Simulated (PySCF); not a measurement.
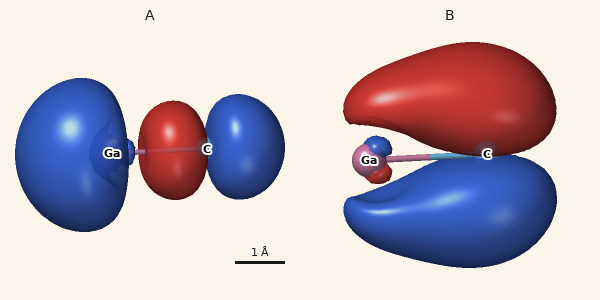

Figure 1: GaC (quartet). Two frontier α-spin orbitals, each drawn at the value that holds 80 % of its norm (blue and red are the two phases), in no order; of a degenerate pair one member is drawn.

Method: PBE0/def2-SVPD, non-relativistic Hamiltonian with scalar-relativistic core potentials where named, at a bond length of 2.007 Å (PySCF 2.14.0).

### Label each orbital by symmetry, say whether it is occupied, and order them by energy.

Orbital B: π, occupied in this spin, −7.05 eV; mainly on C (80 %).
Orbital A: σ, occupied in this spin, −6.55 eV; shared between the atoms (Ga 55 %, C 45 %).
